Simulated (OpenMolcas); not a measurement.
# SVWN/def2-TZVP (RICD fitting) run of C4H6 (1,2-butadiene)

What is the vertical ionisation energy of C4H6 (1,2-butadiene) at SVWN/def2-TZVP (RICD fitting)? 

The calculation is run with OpenMolcas 26.06.

## Step 1: The structure to begin with

The species is C4H6 (10 atoms), meant as a singlet with charge 0. SMILES: `C=C=CC`. The shape is that of a PBE0-D4/def2-TZVP optimisation.

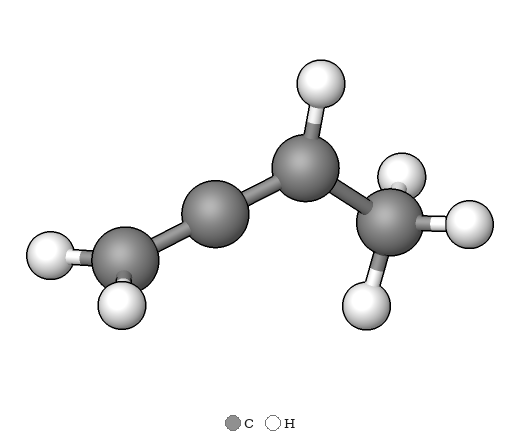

Viewed from a chosen angle; carbon grey, hydrogen white.

## Step 2: The energy at SVWN/def2-TZVP (RICD fitting)

job.input

```
&GATEWAY
  BASLIB
  $CurrDir
  COORD
  10
  bohr
  C     -1.94295971     3.09952879    -1.52629400
  C     -0.40634781     1.23962254    -1.05630021
  C      1.12557757    -0.62330726    -0.57755700
  C      0.97147041    -2.29917308     1.69761657
  H     -3.66334748     2.81399117    -2.60683939
  H     -1.55333598     4.99945944    -0.85753882
  H      2.63374909    -0.99764311    -1.92604666
  H      0.71945653    -4.27306761     1.13731277
  H     -0.60091401    -1.76158380     2.91452460
  H      2.71670807    -2.19778928     2.80114103
  BASIS
  def2-TZVP
  GROUP
  NoSym
  RICD

&SEWARD
  GRIDINPUT
  Grid=UltraFine
  End of Grid

&SCF
  KSDFT
  SVWN
  PRORBITALS
  0
```

The basis set def2-TZVP is read from a file made from the Basis Set Exchange's data (not shown).

On the command line:

```console
$ export MOLCAS_MEM=1860
$ pymolcas job.input > job.log
```

The program printed:

```text
--- Start Module: gateway ---

                                              &GATEWAY

                       available to each process: 1.9 GB of memory, 1 thread

 Basis Set     1 Label: C.DEF2-TZVP
 Basis set is read from library:.
 basistype.tbl is not found

 Basis Set     2 Label: H.DEF2-TZVP
 Basis set is read from library:.
 basistype.tbl is not found

++    Symmetry information:
      ---------------------

                    Character Table for C1

                             E
                    a        1  x, y, xy, Rz, z, xz, Ry, yz, Rx, I
--

++    Basis set information:
      ----------------------

      Basis set label: C.DEF2-TZVP.........

      Electronic valence basis set:
      ------------------
      Associated Effective Charge   6.000000 au
      Associated Actual Charge      6.000000 au
      Nuclear Model: Point charge

      Shell  nPrim  nBasis  Cartesian Spherical Contaminant
         s      11       5        X
         p       6       3        X
         d       2       2                 X
         f       1       1                 X

      Basis set label: H.DEF2-TZVP.........

      Electronic valence basis set:
      ------------------
      Associated Effective Charge   1.000000 au
      Associated Actual Charge      1.000000 au
      Nuclear Model: Point charge

      Shell  nPrim  nBasis  Cartesian Spherical Contaminant
         s       5       3        X
         p       1       1        X
--

++    Molecular structure info:
      -------------------------

                    ************************************************
                    **** Cartesian Coordinates / bohr, angstrom ****
                    ************************************************

     Center  Label                x              y              z                     x              y              z
        1      C1              -1.942960       3.099529      -1.526294             -1.028170       1.640200      -0.807680
        2      C2              -0.406348       1.239623      -1.056300             -0.215030       0.655980      -0.558970
        3      C3               1.125578      -0.623307      -0.577557              0.595630      -0.329840      -0.305630
        4      C4               0.971470      -2.299173       1.697617              0.514080      -1.216670       0.898340
        5      H5              -3.663347       2.813991      -2.606839             -1.938560       1.489100      -1.379480
        6      H6              -1.553336       4.999459      -0.857539             -0.821990       2.645600      -0.453790
        7      H7               2.633749      -0.997643      -1.926047              1.393720      -0.527930      -1.019220
        8      H8               0.719457      -4.273068       1.137313              0.380720      -2.261210       0.601840
        9      H9              -0.600914      -1.761584       2.914525             -0.317990      -0.932190       1.542300
       10      H10              2.716708      -2.197789       2.801141              1.437620      -1.163020       1.482300

                    ***************************************
                    *    InterNuclear Distances / bohr    *
                    ***************************************

               1 C1            2 C2            3 C3            4 C4            5 H5            6 H6
    1 C1       0.000000
    2 C2       2.457910        0.000000
    3 C3       4.916862        2.458963        0.000000
    4 C4       6.930619        4.691004        2.829963        0.000000
    5 H5       2.051547        3.935842        6.234325        8.133531        0.000000
    6 H6       2.051530        3.935919        6.234619        8.134710        3.505492        0.000000
    7 H7       6.155720        3.873500        2.057458        4.193815        7.392257        7.391795
    8 H8       8.278795        6.038967        4.052957        2.067296        9.135319        9.753193
    9 H9       6.719551        4.981219        4.058458        2.059675        7.797426        7.800466
   10 H10      8.276520        6.037312        4.052936        2.067341        9.750349        9.133433

               7 H7            8 H8            9 H9           10 H10
    7 H7       0.000000
    8 H8       4.876176        0.000000
    9 H9       5.871778        3.348046        0.000000
   10 H10      4.877862        3.326277        3.348096        0.000000

                    *******************************************
                    *    InterNuclear Distances / angstrom    *
                    *******************************************

               1 C1            2 C2            3 C3            4 C4            5 H5            6 H6
    1 C1       0.000000
    2 C2       1.300670        0.000000
    3 C3       2.601891        1.301227        0.000000
    4 C4       3.667526        2.482372        1.497552        0.000000
    5 H5       1.085632        2.082758        3.299063        4.304079        0.000000
    6 H6       1.085623        2.082799        3.299218        4.304703        1.855026        0.000000
    7 H7       3.257467        2.049768        1.088760        2.219271        3.911814        3.911569
    8 H8       4.380949        3.195684        2.144733        1.093966        4.834202        5.161168
    9 H9       3.555834        2.635948        2.147643        1.089933        4.126220        4.127829
   10 H10      4.379746        3.194808        2.144721        1.093990        5.159662        4.833205

               7 H7            8 H8            9 H9           10 H10
    7 H7       0.000000
    8 H8       2.580361        0.000000
    9 H9       3.107211        1.771710        0.000000
   10 H10      2.581253        1.760190        1.771736        0.000000

                    **************************************
                    *    Valence Bond Angles / degree    *
                    **************************************
                          Atom centers                 Phi
                      2 C2       1 C1       5 H5       121.31
                      2 C2       1 C1       6 H6       121.31
                      5 H5       1 C1       6 H6       117.38
                      1 C1       2 C2       3 C3       179.76
                      2 C2       3 C3       4 C4       124.84
                      2 C2       3 C3       7 H7       117.83
                      4 C4       3 C3       7 H7       117.33
                      3 C3       4 C4       8 H8       110.74
                      3 C3       4 C4       9 H9       111.22
                      3 C3       4 C4      10 H10      110.74
                      8 H8       4 C4       9 H9       108.44
                      8 H8       4 C4      10 H10      107.12
                      9 H9       4 C4      10 H10      108.44

           ***************************************************************
           *              Valence Dihedral Angles / degree               *
           ***************************************************************
                    Atom centers                       Phi1     Phi2     Theta
           3 C3       2 C2       1 C1       5 H5        179.76   121.31   -88.19
           3 C3       2 C2       1 C1       6 H6        179.76   121.31    91.96
           1 C1       2 C2       3 C3       4 C4        179.76   124.84    -1.84
           1 C1       2 C2       3 C3       7 H7        179.76   117.83   178.17
           2 C2       3 C3       4 C4       8 H8        124.84   110.74   120.74
           2 C2       3 C3       4 C4       9 H9        124.84   111.22     0.08
           2 C2       3 C3       4 C4      10 H10       124.84   110.74  -120.57
           7 H7       3 C3       4 C4       8 H8        117.33   110.74   -59.26
           7 H7       3 C3       4 C4       9 H9        117.33   111.22  -179.92
           7 H7       3 C3       4 C4      10 H10       117.33   110.74    59.42
--

            Nuclear Potential Energy            102.77315551 au

--- Stop Module: gateway /rc=_RC_ALL_IS_WELL_ ---

--- Start Module: seward ---

                                              &SEWARD

                       available to each process: 1.9 GB of memory, 1 thread

               SEWARD will generate:
                  Multipole Moment integrals up to order  2
                  Kinetic Energy integrals
                  Nuclear Attraction integrals (point charge)
                  One-Electron Hamiltonian integrals
                  Velocity integrals
                  Orbital angular momentum around ( -0.0513   0.2881  -0.2975 )
                  Velocity quadrupole around ( -0.0513   0.2881  -0.2975 )
                  RI decomposed two-electron repulsion integrals stored Cholesky style
                   - acCD auxiliary basis
                   - CD Threshold:   1.00E-04

                   Integrals are discarded if absolute value <: 1.00E-14
                   Integral cutoff threshold is set to       <: 1.00E-16

            Nuclear Potential Energy            102.77315551 au

      Basis set specifications :
      Symmetry species         a
      Basis functions          160

--- Stop Module: seward /rc=_RC_ALL_IS_WELL_ ---
--- Module seward spent 2 seconds ---

--- Start Module: scf ---

                                                &SCF

                       available to each process: 1.9 GB of memory, 1 thread

++    Input section:
      --------------

      Header of the integral files:

      Cartesian coordinates in angstrom:
      -----------------------------------------------------
      No.  Label        X            Y            Z
      -----------------------------------------------------
       1   C1        -1.02817000   1.64020000  -0.80768000
       2   C2        -0.21503000   0.65598000  -0.55897000
       3   C3         0.59563000  -0.32984000  -0.30563000
       4   C4         0.51408000  -1.21667000   0.89834000
       5   H5        -1.93856000   1.48910000  -1.37948000
       6   H6        -0.82199000   2.64560000  -0.45379000
       7   H7         1.39372000  -0.52793000  -1.01922000
       8   H8         0.38072000  -2.26121000   0.60184000
       9   H9        -0.31799000  -0.93219000   1.54230000
      10   H10        1.43762000  -1.16302000   1.48230000
      -----------------------------------------------------
      Nuclear repulsion energy =  102.77315551
--

++    Orbital specifications:
      -----------------------

      Symmetry species               1
                                     a
      Frozen orbitals                0
      Occupied orbitals             15
      Secondary orbitals           145
      Deleted orbitals               0
      Total number of orbitals     160
      Number of basis functions    160
--

      Molecular charge                           0.000

      Numerical integration parameters
      --------------------------------
      Radial quadrature type:                         MHL
      Size of radial grid:                            99
      Lebedev angular grid:                           41
      Angular grid pruned with the crowding factor:  1.00E+10
                                 and fading factor:  1.00E+01
      Screening threshold for integral computation:   1.00E-11
      Radial quadrature accuracy:                     1.00E-25
      Maximum batch size:                             128
      AO values are stored on disk
      The same grid will be used for all iterations.

      DFT functional specifications
      -----------------------------
      Using Libxc version: 6.2.2
      Please cite the following reference:
      S. Lehtola, C. Steigemann, M. J.T. Oliveira, and M. A.L. Marques.,  SoftwareX 7, 1–5 (2018) doi:10.1016/j.softx.2017.11.002

      * Slater exchange
        - P. A. M. Dirac.,  Math. Proc. Cambridge Philos. Soc. 26, 376 (1930) doi:10.1017/S0305004100016108
        - F. Bloch.,  Z. Phys. 57, 545 (1929) doi:10.1007/BF01340281
      * Vosko, Wilk & Nusair (VWN5_RPA)

++    Optimization specifications:
      ----------------------------

      SCF Algorithm: LK-RI/DF
      LK screening threshold:                     4.50E-02
      Local-Exchange (LK) algorithm.
       - the density matrix is decomposed
      D(i)-D(i-1) density differences are used
      Number of density matrices in core                 5
      Maximum number of NDDO SCF iterations            400
      Maximum number of HF SCF iterations              400
      Threshold for SCF energy change             1.00E-09
      Threshold for density matrix                1.00E-04
      Threshold for Fock matrix                   1.50E-04
      Threshold for linear dependence             1.00E-09
      Threshold at which DIIS is turned on        1.50E-01
      Maximum depth in the DIIS procedure                5
      Maximum depth in the BFGS Hessian update          30
      Threshold at which QNR/C2DIIS is turned on  7.50E-02
      Threshold for Norm(delta) (QNR/C2DIIS)      1.00E-03
      All orbitals punched on: SCFORB
--

      Input vectors read from INPORB
      Orbital file label: *Guess orbitals

++ Convergence information
                                   SVWN       iterations: Energy and convergence statistics

Iter     Tot. SVWN       One-elec.       Two-elec.     Energy      Max Dij or  Max Fij      DNorm      TNorm      AccCon     Time
         Energy          Energy          Energy        Change      Delta Norm                                                in Sec.
   1  -154.807607873  -429.352638915   171.771875528   0.00E+00    2.60E-01*   9.96E-02*    4.36E+00   1.68E+02   None         3.
   2  -154.870235679  -440.763655037   183.120263844  -6.26E-02*   2.51E-01*   6.35E-02*    2.10E+00   1.73E+02   EDIIS        2.
   3  -155.049248700  -431.840935813   174.018531599  -1.79E-01*   3.78E-01*   5.18E-02*    1.27E+00   1.69E+02   EDIIS        2.
   4  -155.026389336  -435.274828059   177.475283210   2.29E-02*   7.38E-02*   3.53E-02*    9.18E-01   1.71E+02   EDIIS        2.
   5  -155.115248817  -435.737582593   177.849178263  -8.89E-02*   1.02E-01*   2.50E-02*    4.88E-01   1.71E+02   c2DIIS       2.
   6  -155.107765534  -432.519477671   174.638556624   7.48E-03*   1.11E-02*   1.45E-02*    5.71E-01   1.69E+02   c2DIIS       2.
   7  -155.132868514  -434.420402983   176.514378956  -2.51E-02*   2.02E-02*   3.05E-03*    4.18E-02   1.70E+02   QNRc2DIIS    2.
   8  -155.132475547  -434.387976071   176.482345010   3.93E-04*   1.45E-02*   7.89E-03*    5.13E-02   1.70E+02   QNRc2DIIS    2.
   9  -155.132951584  -434.414596882   176.508489784  -4.76E-04*   1.55E-03*   5.01E-04*    3.66E-02   1.70E+02   QNRc2DIIS    2.
  10  -155.132958198  -434.412958823   176.506845111  -6.61E-06*   1.88E-04    5.24E-05     5.76E-03   1.70E+02   QNRc2DIIS    2.
  11  -155.132958236  -434.411462707   176.505348957  -3.80E-08*   8.10E-05    4.19E-05     7.06E-04   1.70E+02   QNRc2DIIS    2.
  12  -155.132958248  -434.411925915   176.505812154  -1.12E-08*   2.43E-05    5.40E-06     2.43E-04   1.70E+02   QNRc2DIIS    2.
  13  -155.132958248  -434.412248655   176.506134894  -5.98E-10    9.63E-06    2.83E-06     1.39E-04   1.70E+02   QNRc2DIIS    2.

       Convergence after  13 Iterations
--

 *****************************************************************************************************************************
 *                                             SCF/KS-DFT Program, Final results                                             *
 *                                                       Final Results                                                       *
 *****************************************************************************************************************************

::    Total KS-DFT energy                            -155.1329582482
      One-electron energy                            -434.4122486554
      Two-electron energy                             176.5061348938
      Nuclear repulsion energy                        102.7731555134
      Kinetic energy (interpolated)                   153.4241651976
      Virial theorem                                    1.0111377047
      Total spin, S(S+1)                                0.0000000000
      Total spin, S                                     0.0000000000
      Max non-diagonal density matrix element           0.0000056660
      Max non-diagonal Fock matrix element              0.0000014033

      No orbitals printed

++    Molecular charges:
      ------------------

      Mulliken charges per centre
      ---------------------------

                C1      C2      C3      C4      H5      H6      H7      H8      H9      H10
      Total    6.3627  5.9913  6.1832  6.4231  0.8382  0.8382  0.8407  0.8413  0.8401  0.8413

      N-E     -0.3627  0.0087 -0.1832 -0.4231  0.1618  0.1618  0.1593  0.1587  0.1599  0.1587

      Total electronic charge=   30.000000

      Total            charge=   -0.000000
--

++    Molecular properties:
      ---------------------

      Charge (e):
                      =   -0.0000
      Dipole Moment (debye):
      Origin of the operator (angstrom)=   -0.0271    0.1525   -0.1574
                   X=  1.6470E-01               Y= -3.6150E-01               Z=  2.5251E-01           Total=  4.7072E-01
      Quadrupole Moment (debye*angstrom):
      Origin of the operator (angstrom)=   -0.0271    0.1525   -0.1574
                  XX= -2.4458E+01              XY= -1.7370E+00              XZ=  6.1653E-01              YY= -2.3721E+01
                  YZ= -4.3423E-01              ZZ= -2.5951E+01
      In traceless form (debye*angstrom)
                  XX=  3.7868E-01              XY= -2.6055E+00              XZ=  9.2479E-01              YY=  1.4833E+00
                  YZ= -6.5135E-01              ZZ= -1.8619E+00
--

--- Stop Module: scf /rc=_RC_ALL_IS_WELL_ ---
--- Module scf spent 29 seconds ---

.##################.
.# Happy landing! #.
.##################.

    Timing: Wall=32.55 User=30.22 System=2.27
```

Wall time 33 s (1 thread of Arm Neoverse V2, shared host); peak memory 0.19 GiB.

(Part 1 of 2 ends here.)
